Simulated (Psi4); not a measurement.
**BNH4 (SMILES BN) at M06-L/def2-TZVPP**

Aim: the energy change on altering one bond length of BNH4 at M06-L/def2-TZVPP, from 2 runs. 

Program for the calculation: Psi4 1.11.

4 further runs of the same task are left out: 4 set aside as unsound or not needed.

## (1) The structure to begin with

BNH4: 6 atoms, total charge 0, spin state singlet. As SMILES, `BN`. The shape is that of a PBE0-D4/def2-TZVP optimisation.

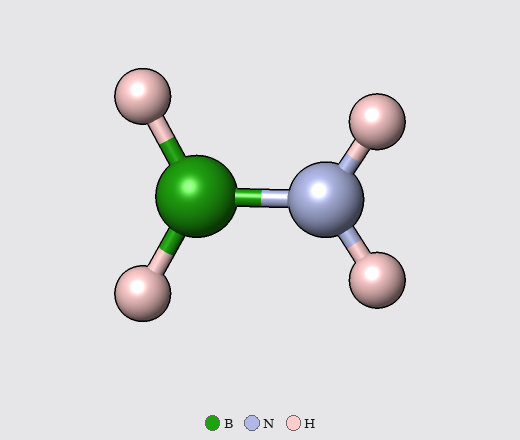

The structure, seen from a chosen angle (boron green, nitrogen light blue, hydrogen pink).

## (2) Energy and gradient at M06-L/def2-TZVPP

Input file input.inp:

```
memory 1.6 GB

molecule system {
  0 1
  B
  N 1 1.384924
  H 1 1.197064 2 119.00323
  H 1 1.197036 3 121.98914 2 179.99388
  H 2 1.005873 1 123.23009 4 0.00539
  H 2 1.005781 5 113.53278 1 -179.99309
  units angstrom
  symmetry c1
  no_reorient
  no_com
}

set {
  puream               true
  e_convergence        1e-09
  d_convergence        1e-08
  scf_type             pk
  dft_radial_points    99
  dft_spherical_points 590
}

energy_value, wavefunction = gradient("m06-l/def2-TZVPP", return_wfn=True)
```

Run with:

```sh
$ psi4 input.inp input.out -n 1
```

input.out:

```text
[...]
  Running in c1 symmetry.
[...]
  Nuclear repulsion =   32.316088889946734
[...]
  Multiplicity = 1
[...]
  Nalpha       = 8
  Nbeta        = 8
[...]
    Number of basis functions: 118
[...]
   @RKS iter   1:   -81.74766456472260   -3.26494e-01   7.07443e-03 ADIIS/DIIS
[...]
   @RKS iter  10:   -82.06173997324505   -1.43913e-10   9.11569e-09 DIIS
[...]
    Orbital Energies [Eh]
    ---------------------
    Doubly Occupied:
       1A    -14.175179     2A     -6.624539     3A     -0.840495
       4A     -0.485551     5A     -0.477428     6A     -0.356765
       7A     -0.286137     8A     -0.276382
[...]
  @RKS Final Energy:   -82.06173997324505
   => Energetics <=
    Nuclear Repulsion Energy =             32.3160888899467338
    One-Electron Energy =                -173.5323494290073256
    Two-Electron Energy =                  71.6490788126482983
    DFT Exchange-Correlation Energy =     -12.4945582468327654
    Empirical Dispersion Energy =           0.0000000000000000
    VV10 Nonlocal Energy =                  0.0000000000000000
    Total Energy =                        -82.0617399732450536
[...]
 Multipole Moments:
 ------------------------------------------------------------------------------------
     Multipole            Electronic (a.u.)      Nuclear  (a.u.)        Total (a.u.)
 ------------------------------------------------------------------------------------
 L = 1.  Multiply by 2.5417464519 to convert [e a0] to [Debye]
 Dipole X            :          0.0000812            0.0000023            0.0000835
 Dipole Y            :         -0.0000086           -0.0000636           -0.0000721
 Dipole Z            :          0.3929149            0.4099023            0.8028172
 Magnitude           :                                                    0.8028172
[...]
  -Total Gradient:
     Atom            X                  Y                   Z
    ------   -----------------  -----------------  -----------------
       1        0.000008450961    -0.000018810032     0.003244959871
       2       -0.000004856177     0.000077067302    -0.000382243348
       3       -0.000003076730     0.003930653437    -0.002002387362
       4       -0.000002441553    -0.003919355049    -0.002001108890
       5        0.000000093878    -0.002988482960     0.000575550526
       6        0.000001834623     0.002918958246     0.000536862321
[...]
```

It took 2.1 min on 1 thread of Intel Xeon Platinum 8259CL at 2.50GHz (Skylake/Cascade Lake), shared host; peak memory 0.72 GiB.

## (3) The distorted shape: the energy at M06-L/def2-TZVPP

Input file bh4n.xyz:

```xyz
6
BH4N
B     -0.169352    -0.883187    -0.031061
N      0.146100     0.677400     0.010800
H      0.184648    -1.571587     0.882039
H     -0.753152    -1.332287    -0.974661
H     -0.121600     1.313700    -0.720800
H      0.632000     1.121400     0.771300
```

Input file job.py:

```python
import psi4

psi4.set_memory(1600000000)
psi4.set_num_threads(1)
psi4.core.set_output_file('psi4.out', False)

with open('bh4n.xyz') as f:
    atoms = ''.join(f.readlines()[2:])
mol = psi4.geometry('0 1\n' + atoms + 'symmetry c1')

psi4.set_options({
    'puream': True,
    'e_convergence': 1e-09,
    'd_convergence': 1e-08,
    'scf_type': 'pk',
    'dft_radial_points': 99,
    'dft_spherical_points': 590,
})

e, wfn = psi4.energy('m06-l/def2-TZVPP', return_wfn=True)
print(f'm06-l/def2-TZVPP energy: {e:.10f} Eh')
```

Run with:

```sh
$ python job.py
```

psi4.out:

```text
[...]
  Running in c1 symmetry.
[...]
  Nuclear repulsion =   30.057889293365918
[...]
  Multiplicity = 1
[...]
  Nalpha       = 8
  Nbeta        = 8
[...]
    Number of basis functions: 118
[...]
   @RKS iter   1:   -81.75465303111437   -4.73153e-01   6.78622e-03 ADIIS/DIIS
[...]
   @RKS iter  11:   -82.03738597257173   -2.75691e-12   3.84836e-09 DIIS
[...]
    Orbital Energies [Eh]
    ---------------------
    Doubly Occupied:
       1A    -14.174271     2A     -6.666763     3A     -0.811057
       4A     -0.470700     5A     -0.455787     6A     -0.354413
       7A     -0.305782     8A     -0.246941
[...]
  @RKS Final Energy:   -82.03738597257173
   => Energetics <=
    Nuclear Repulsion Energy =             30.0578892933659176
    One-Electron Energy =                -169.0981186059036929
    Two-Electron Energy =                  69.4085338100362321
    DFT Exchange-Correlation Energy =     -12.4056904700701871
    Empirical Dispersion Energy =           0.0000000000000000
    VV10 Nonlocal Energy =                  0.0000000000000000
    Total Energy =                        -82.0373859725717267
[...]
 Multipole Moments:
 ------------------------------------------------------------------------------------
     Multipole            Electronic (a.u.)      Nuclear  (a.u.)        Total (a.u.)
 ------------------------------------------------------------------------------------
 L = 1.  Multiply by 2.5417464519 to convert [e a0] to [Debye]
 Dipole X            :          0.0113689            0.0947938            0.1061627
 Dipole Y            :          0.0566057            0.4691158            0.5257215
 Dipole Z            :          0.0015490            0.0125283            0.0140773
 Magnitude           :                                                    0.5365182
[...]
```

On the terminal:

```text
m06-l/def2-TZVPP energy: -82.0373859726 Eh
```

Run time: 1.8 min. Hardware: 1 thread of Intel Xeon Platinum 8259CL at 2.50GHz (Skylake/Cascade Lake), shared host; peak memory 0.71 GiB.

## (4) Summary of results

Level: M06-L/def2-TZVPP.

| quantity | value |
| --- | --- |
| first shape: total energy | -82.06174 Eh |
| first shape: dipole moment | 2.04 D |
| first shape: HOMO energy | -7.52 eV |
| first shape: LUMO energy | -0.28 eV |
| first shape: HOMO–LUMO gap | 7.24 eV |
| first shape: largest force on an atom | 0.227 eV/Å |
| distorted shape: total energy | -82.03739 Eh |
| distorted shape: dipole moment | 1.36 D |
| distorted shape: HOMO energy | -6.72 eV |
| distorted shape: LUMO energy | -1.12 eV |
| distorted shape: HOMO–LUMO gap | 5.60 eV |
| energy change with the B1–N2 bond stretched from 1.385 to 1.593 Å | 0.663 eV |

**Reading.** With the B1–N2 bond stretched from 1.385 to 1.593 Å the energy rises by 0.66 eV (63.9 kJ/mol). The first shape isn't relaxed at this level, so the change isn't measured from a minimum.
